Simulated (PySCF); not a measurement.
System: C2H5Cl2FSi.

```xyz
11

F    -2.6300    0.4670    0.2774
C    -1.4542   -0.2184    0.3750
Cl   -1.6446   -1.7694   -0.4928
Si   -0.0161    0.7645   -0.4580
C     1.5572   -0.2598   -0.1192
Cl    1.8006   -0.3060    1.6519
H    -1.3222   -0.4607    1.4331
H    -0.2939    0.8248   -1.8902
H     0.0721    2.0667    0.1989
H     2.4503    0.1858   -0.5475
H     1.4863   -1.2919   -0.4546
```

Geometry: GFN2-xTB.

All numbers below come from PBE0/pcSseg-1, SCF density, gas phase, non-relativistic (PySCF).

Q: What will maps of the electron density and electron localisation function show?

A: C–F (1.36 Å): the density is about 2.2 e/Å³ at the midpoint, with its minimum of 1.7 e/Å³ about 0.5 Å from C; the ELF peaks at about 0.85 between the atoms, as expected for a polar covalent bond.
C–Si (1.91 Å): ρ is about 0.92 e/Å³ halfway; the ELF peaks at about 0.95 between the atoms (localised, covalent bonding).
C–H (1.09 Å): ρ at the midpoint is about 2 e/Å³; the ELF climbs to about 1 towards the hydrogen, as it does in any bond to H: an ordinary covalent bond to hydrogen.

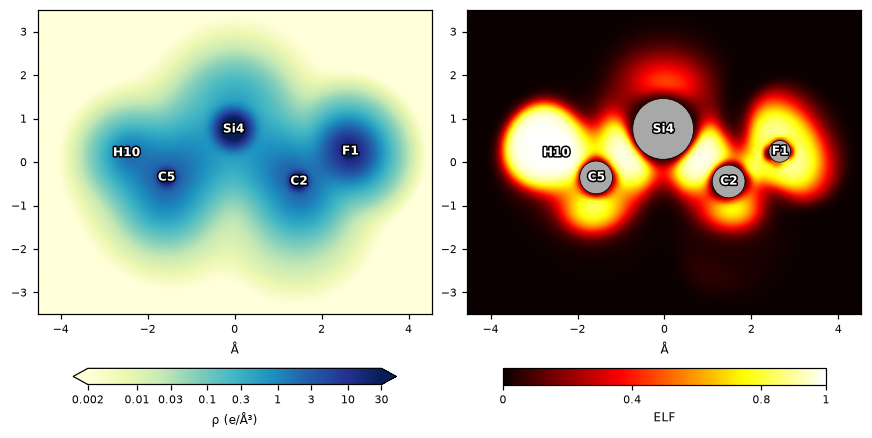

Computed electron density and electron localisation function on the plane of atoms F1, C2 and Si4, in this order. Grey discs cover the atomic cores in the ELF map. 
